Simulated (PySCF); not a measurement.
H2F2OSi, SMILES O[SiH](F)F at its CAM-B3LYP/def2-SVP optimised geometry (Å):

```
6

Si    -0.7754    -0.3856     0.0000
O      0.8518    -0.3856     0.0000
F     -1.3459    -1.0485     1.3477
F     -1.3451     1.1167     0.0000
H     -1.2557    -1.1167    -1.1723
H      1.3451     0.0564     0.6995
```

Computed with CAM-B3LYP/def2-TZVP run with PySCF. Cells within 0.4 Å of a nucleus heavier than hydrogen are left out (blank, or x).

Map of the log10 of the electron density (e/bohr³), floored at −4 on the plane z = 0.0 Å:

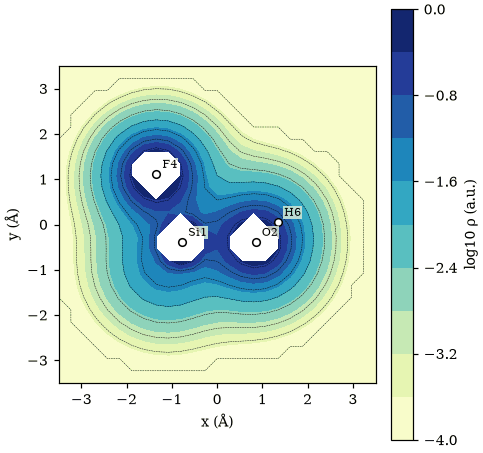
Figure: Log10 of the electron density (e/bohr³), floored at −4 on the plane z = 0.0 Å.
